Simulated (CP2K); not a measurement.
Consider 2-methylthiooxazole at its PBE geometry (Å).

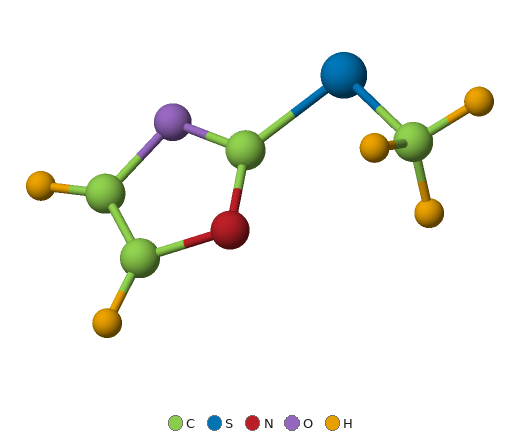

The molecule (carbon green, sulfur blue, nitrogen red, oxygen purple, hydrogen orange).

```xyz
12

C     2.3929   -0.0508   -0.4203
S     1.5216   -0.2009    1.1608
C    -0.1031   -0.0585    0.5542
N    -0.5172    0.1173   -0.6744
C    -1.9092    0.1531   -0.5577
C    -2.2681   -0.0005    0.7427
O    -1.1087   -0.1422    1.4944
H     2.0969   -0.8584   -1.0984
H     3.4600   -0.1285   -0.1821
H     2.1787    0.9177   -0.8849
H    -2.5444    0.2891   -1.4259
H    -3.1996   -0.0375    1.2916
```

Method: CP2K XAS_TDP, all-electron GAPW, PBEh(45%), aug-cc-pVDZ, TDA, ZORA, spin–orbit coupling.

Question: Predict the bright core excitations at the S L₂,₃ edge.

Leading lines: S2 165.58 eV. The leading line of an atom is its first one with 35 % of the strongest within 2.5 eV of its lowest line over the strength cut. 

The first six lines of each atom with a strength over 0.0003:

```csv
atom,energy (eV),states,"strength, one atom"
S2 (bonded to 2 C),163.95,1,0.0018
,164.22,1,0.0016
,165.03,1,0.0015
,165.26,1,0.0024
,165.35,3,0.0004
,165.37,1,0.0006
```

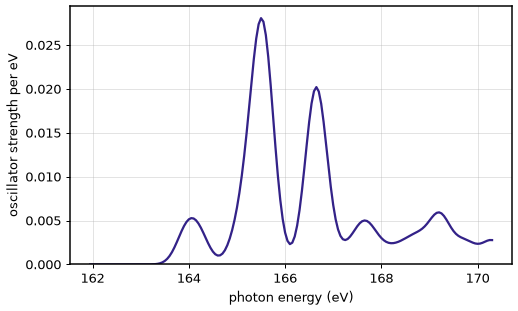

All atoms added, broadened by 0.5 eV.

Lines are vertical, at one geometry, with no vibrational structure. Without a correction of the core level, line positions, and the gaps between valence and Rydberg lines, follow the share of exact exchange. Rydberg lines, and the discretised continuum above threshold, depend on the basis and the box.

[Banner, clock and machine lines of the logs are left out without a mark of their own.]

[Logs are printed without paths, hosts, clocks, repeated set-up lines and the standing remarks that a program may print on its own settings, such as how far it seeks lower states.]

[Hosts, paths, dates, database ids (printed as entryN), source tags and the programs' standing remarks are cut or masked in the printed files.]
